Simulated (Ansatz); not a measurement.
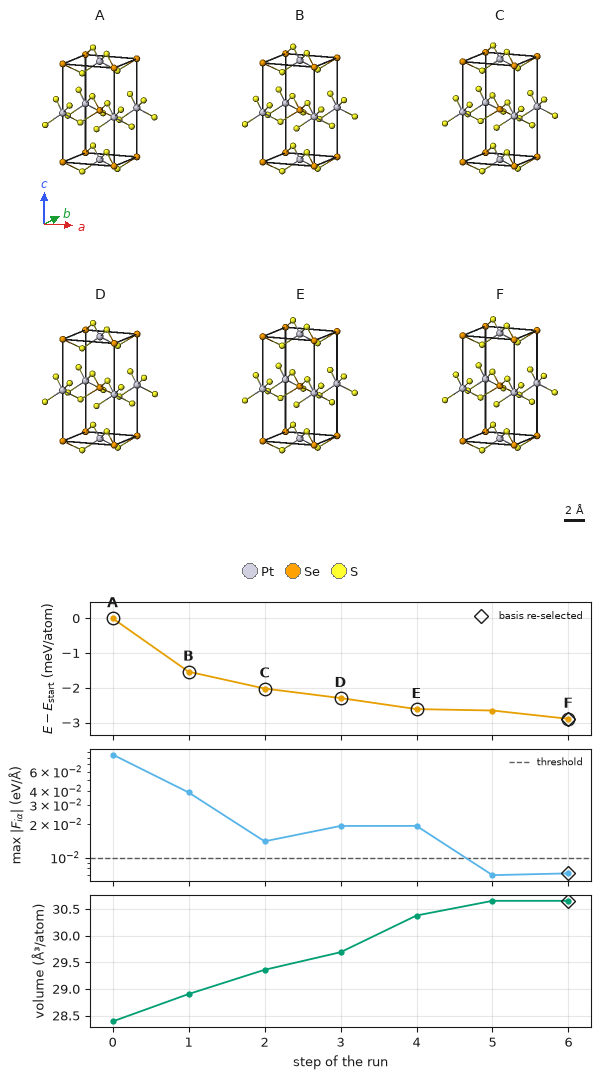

Frames of a relaxation of a crystal of PtSeS4 (a generated structure, set up in I-42m), marked on the history of the run. The picture is a ball-and-stick view of the conventional cell (2 times the calculation's cell), seen slightly off an axis. Lengths and directions refer to the drawn axes.

Level of theory: DFT PBE, scalar-relativistic, plane waves, PAW in Ansatz 0.2.0. Settings: plane-wave cutoff 420 eV; k-point mesh 10 × 10 × 10; occupations gaussian; smearing width 0.1 eV; no spin polarisation; cell and atoms relaxed; force threshold 0.01 eV/Å; at most 80 steps.

Q: Describe the path.

A: The largest moves relative to the cell, 0.11 Å, are those of S atoms. Se and Pt stay in place. The drawn cell changes as follows: a = b 5.766 → 5.779 Å (+0.2 %), c 10.249 → 11.014 Å (+7.5 %); the volume changes by +8.0 %. Near-neighbour distances that change, for instance: S–Se 2.414 → 2.395 Å. The space group stays I-42m (No. 121). The energy falls by 2.9 meV per atom in 5 accepted moves (6 points after the start). Largest force component: 0.086 eV/Å at the start, 0.0072 eV/Å at the end. Pressure: −0.03 GPa at the start and 0.02 GPa at the end. At 1 point the geometry stayed and the basis and grid were re-selected for the new cell (energy shift of 0.2 meV per atom at most each time). The run took 4.4 min on 1 thread of Intel(R) Xeon(R) Platinum 8488C (Sapphire Rapids) (shared host), peak memory 0.81 GiB. From step 0 to 1: S atoms move most (0.04 Å), volume +1.8 %, energy −1.5 meV per atom. From step 1 to 2: S atoms move most (0.03 Å), volume +1.6 %, energy −0.5 meV per atom. From step 2 to 3: volume +1.1 %, energy −0.3 meV per atom. From step 3 to 4: S atoms move most (0.02 Å), volume +2.3 %, energy −0.3 meV per atom. From step 4 to 6: volume +0.9 %, energy −0.3 meV per atom.

```
step  E − E(0), meV/atom  largest force component, eV/Å  pressure, GPa  volume, Å³/atom                      note
   0                0.00                         0.0858          -0.03           28.391                          
   1               -1.53                         0.0389           0.05           28.906                          
   2               -2.02                         0.0140           0.03           29.361                          
   3               -2.29                         0.0194           0.06           29.691                          
   4               -2.61                         0.0194           0.04           30.380                          
   5               -2.65                         0.0069           0.01           30.656                          
   6               -2.89                         0.0072           0.02           30.656  same geometry, new basis
```
